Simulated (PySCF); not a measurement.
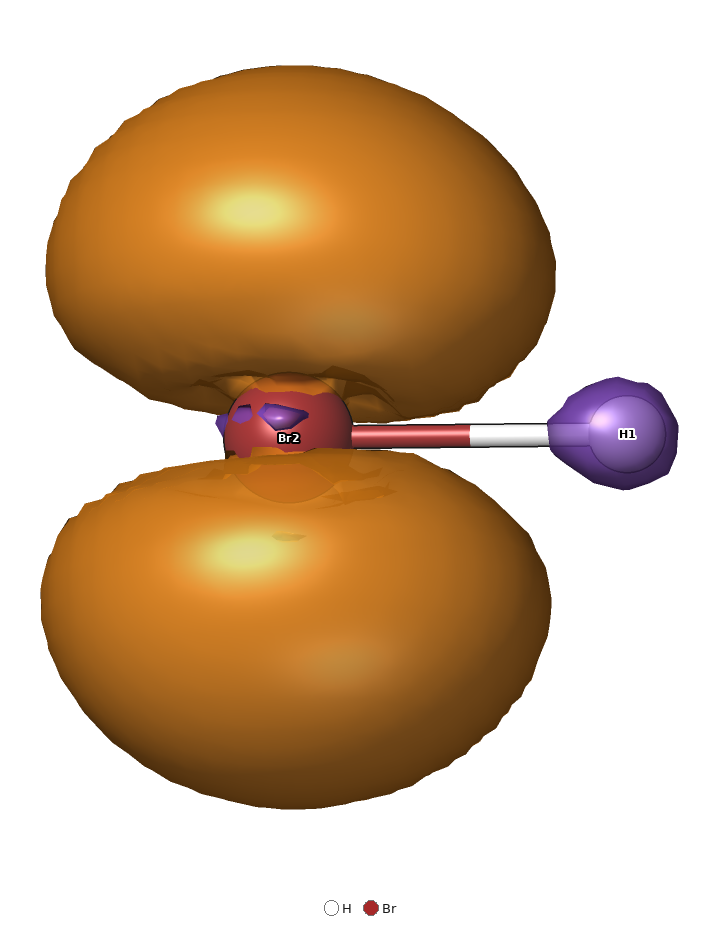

HBr (charge +1, doublet). Isosurfaces of the spin density (α minus β) at +0.03 (orange) and −0.03 e/Å³ (purple), seen from one side.

Level of theory: PBE0/def2-TZVPPD, non-relativistic Hamiltonian with scalar-relativistic core potentials where named, at a bond length of 1.456 Å in PySCF 2.14.0.

> Describe the spin distribution.

The unpaired spin (1 electron) lies mostly on Br2 (about 1.0), in electrons by Hirshfeld's partition.
